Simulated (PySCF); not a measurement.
SMILES CC(C)[CH2][GeH3] at its GFN2-xTB optimised geometry (Å):

```
17

Ge    -1.5663    -0.7872     0.0000
C      0.4097    -0.7872     0.0000
C      1.1099     0.0217    -1.0905
C      0.8842     1.5164    -0.8945
C      0.6401    -0.4072    -2.4750
H     -2.0501    -1.4710     1.2408
H     -2.1880     0.5736     0.0000
H     -2.1564    -1.5389    -1.1511
H      0.7247    -1.8320    -0.0712
H      0.7425    -0.4320     0.9787
H      2.1880    -0.1745    -1.0141
H     -0.1759     1.7494    -0.9827
H      1.4249     2.0870    -1.6467
H      1.2274     1.8320     0.0888
H     -0.4133    -0.1566    -2.6020
H      0.7586    -1.4812    -2.6050
H      1.2103     0.1001    -3.2504
```

Computed with B3LYP/def2-SVP run with PySCF. Cells within 0.4 Å of a nucleus heavier than hydrogen are left out (blank, or x).

Map of the deformation density (molecule minus spherical neutral atoms) (e/bohr³) on the plane z = 0.0 Å:

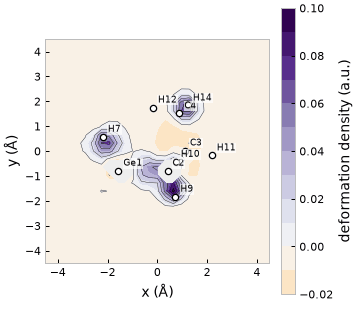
*Deformation density (molecule minus spherical neutral atoms) (e/bohr³) on the plane z = 0.0 Å.*
